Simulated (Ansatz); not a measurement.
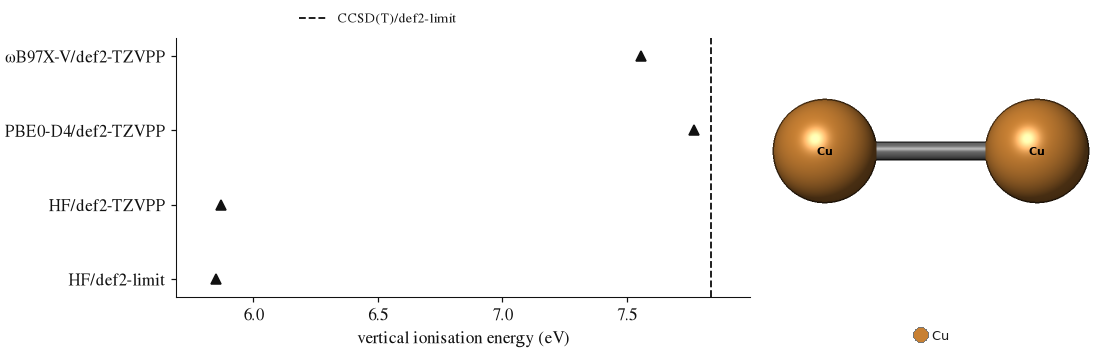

Vertical ionisation energy of Cu₂, singlet, taken as the energy of the cation less that of the neutral at fixed geometry (unrestricted doublet cation, cores frozen in correlated methods, no spin-orbit coupling), the Ansatz code, at a PBE0-D4/def2-TZVP geometry (a minimum by its frequencies). Choice of cores on heavy atoms: Zn/Cu 3s3p. Limit means an estimate of the basis limit from triple and quadruple zeta; for coupled cluster it is either extrapolated directly or built as the MP2 limit plus the step from MP2 in triple zeta.

Question: Which level comes closest to the line (CCSD(T)/def2-limit), and which misses most?

Answer: Closest PBE0-D4/def2-TZVPP (7.77 eV), against 7.84 eV; farthest HF/def2-limit (5.85 eV).

Question: Give the values.

Answer:
| level | eV | less CCSD(T)/def2-limit |
| --- | --- | --- |
| ωB97X-V/def2-TZVPP | 7.56 | −0.28 |
| PBE0-D4/def2-TZVPP | 7.77 | −0.07 |
| HF/def2-TZVPP | 5.87 | −1.97 |
| HF/def2-limit | 5.85 | −1.99 |
| CCSD(T)/def2-limit | 7.84 | 0.00 |

Limits of at least one run: no scalar relativity up to krypton.
